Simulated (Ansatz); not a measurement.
# CH₈AlBOSi: one species, many methods

How much do the methods differ for CH₈AlBOSi? The plan is to run it at one geometry with functionals of several rungs and with coupled cluster, and see how far each lands from CCSD(T) at the basis-set limit for the atomisation energy.

The runs use Ansatz 0.2.0, Gaussian basis; functionals in def2-TZVPP, the program's frozen cores in correlated methods.

Plan: LDA (SPW92), PBE-D4, revPBE-D4, BLYP-D4, r2SCAN-D4, B97M-V, PBE0-D4, B3LYP-D4, r2SCANh-D4, r2SCAN0-D4, HSE06-D4, BHLYP-D4, CAM-B3LYP-D4, LC-ωPBE, ωB97X-V, ωB97M-V, B2PLYP, PBE-QIDH; CCSD(T)/def2-SVP; CCSD(T)/def2-TZVPP; MP2/def2-QZVPP; extrapolation to the limit; RPA on PBE.

### 1 The relaxed structure

The geometry comes from an earlier relaxation with PBE0-D4 in a triple-zeta def2 set; it is a stationary point, not always the lowest conformer.

SMILES `[CH3][Al]([SiH3])[BH]O`, 13 atoms, charge 0, spin multiplicity 1.

Atoms are counted from 1 here; the program's logs count them from 0.

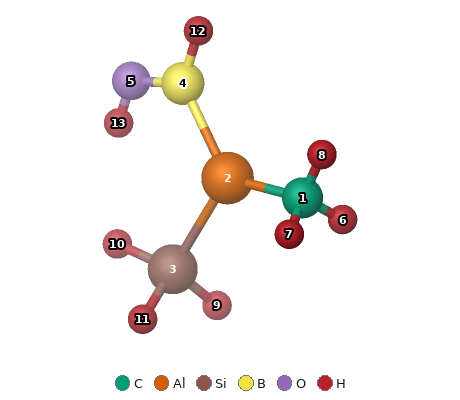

The geometry (carbon teal, aluminium orange, silicon brown, boron yellow, oxygen purple, hydrogen red); atoms are numbered from 1 in the order of the file.

### 2 LDA

This LDA is Slater exchange with PW92 correlation.

Input file in.yaml:

```yaml
crystal:
  periodic: [false, false, false]
  atoms:
    - {symbol: C, position_ang: [-1.744574, -0.026503, 1.552321]}
    - {symbol: Al, position_ang: [-0.393186, -0.184670, 0.147131]}
    - {symbol: Si, position_ang: [1.578398, 1.318488, 0.200537]}
    - {symbol: B, position_ang: [-0.358532, -1.538769, -1.548653]}
    - {symbol: O, position_ang: [0.676591, -1.464982, -2.419744]}
    - {symbol: H, position_ang: [-2.193282, 0.973030, 1.540648]}
    - {symbol: H, position_ang: [-1.294240, -0.146774, 2.543394]}
    - {symbol: H, position_ang: [-2.550889, -0.757158, 1.455810]}
    - {symbol: H, position_ang: [1.230107, 2.768762, 0.127640]}
    - {symbol: H, position_ang: [2.479087, 1.059482, -0.970902]}
    - {symbol: H, position_ang: [2.433305, 1.138805, 1.411785]}
    - {symbol: H, position_ang: [-1.170566, -2.382619, -1.829482]}
    - {symbol: H, position_ang: [1.328182, -0.791892, -2.195583]}
basis:
  gaussian: {orbitals: def2-TZVPP}
hamiltonian: {xc: lda}
output: {orbitals: {seedname: orbitals}}
```

Command:

```
> ansatz run in.yaml --threads 4 --pin off --events-out ev --progress --plain --max-ram 10444MiB
```

The runs that follow: PBE-D4 (GGA); revPBE-D4 (GGA); BLYP-D4 (GGA); r2SCAN-D4 (meta-GGA); B97M-V (meta-GGA); B3LYP-D4 (hybrid); r2SCANh-D4 (hybrid); r2SCAN0-D4 (hybrid); HSE06-D4 (hybrid); BHLYP-D4 (hybrid); CAM-B3LYP-D4 (range-separated); LC-ωPBE (range-separated); ωB97X-V (range-separated); ωB97M-V (range-separated); B2PLYP (double hybrid); PBE-QIDH (double hybrid); CCSD(T) in def2-SVP; CCSD(T) in def2-TZVPP; MP2 in def2-QZVPP; RPA on PBE orbitals.

**Question.** What will the summary of the whole plan be? Wanted: atomisation energy, CCSD(T)/CBS; farthest beyond LDA; mean size of error, GGA; mean size of error, meta-GGA; mean size of error, hybrid; mean size of error, range-separated; mean size of error, double hybrid; gap, smallest and largest; T1 diagnostic.

The runs gave:

```
                               quantity                                                                                                value
        atomisation energy, CCSD(T)/CBS                                                                                      1043.2 kcal/mol
functionals within 5.2 kcal/mol (0.5 %)  r2SCAN-D4, B97M-V, PBE0-D4, B3LYP-D4, r2SCANh-D4, HSE06-D4, CAM-B3LYP-D4, LC-ωPBE, ωB97X-V, ωB97M-V
                    farthest beyond LDA                                                                            BHLYP-D4 (-21.1 kcal/mol)
                mean size of error, GGA                                                                                         9.7 kcal/mol
           mean size of error, meta-GGA                                                                                         4.8 kcal/mol
             mean size of error, hybrid                                                                                         6.0 kcal/mol
    mean size of error, range-separated                                                                                         3.8 kcal/mol
      mean size of error, double hybrid                                                                                        10.6 kcal/mol
              gap, smallest and largest                                                             2.28 eV (LDA (SPW92)), 8.92 eV (LC-ωPBE)
                          T1 diagnostic                                                                                               0.0139
triples share of the correlation energy                                                                                                3.6 %
```

**Reading.** The LDA atomisation energy is off by 128.0 kcal/mol (12 %): it overbinds. PBE-D4 misses by +7.6 kcal/mol. Double hybrids carry the basis error of their MP2 part in triple zeta, and no dispersion term here, so their miss is partly the set-up's. The rungs range-separated, meta-GGA miss on average by less than the doubt on the reference (5.2 kcal/mol), so they tie. The reference freezes the cores and leaves out relativity and excitations past (T), so misses under about 5.2 kcal/mol can't be ranked. Hartree-Fock recovers 75 % of the binding; the rest is correlation. CCSD(T) in def2-SVP is off by -55.0 kcal/mol, worse than the median functional, from the basis alone. Orbital gaps span 2.3 to 8.9 eV; exact exchange widens them.
